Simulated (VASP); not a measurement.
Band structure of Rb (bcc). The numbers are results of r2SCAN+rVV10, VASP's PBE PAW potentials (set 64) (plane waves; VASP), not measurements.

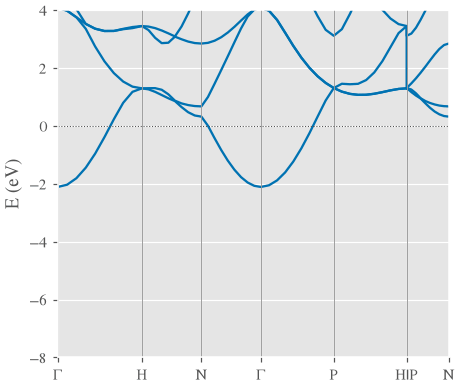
Figure: Bands along high-symmetry lines, zero at the valence-band maximum or, without a gap, the Fermi level

Question: Read the plot: is there a gap, and where are the band edges?

Answer: It has no gap at this level: it comes out as a metal or semimetal.

The compound is Rb in the bcc structure. It was relaxed first.
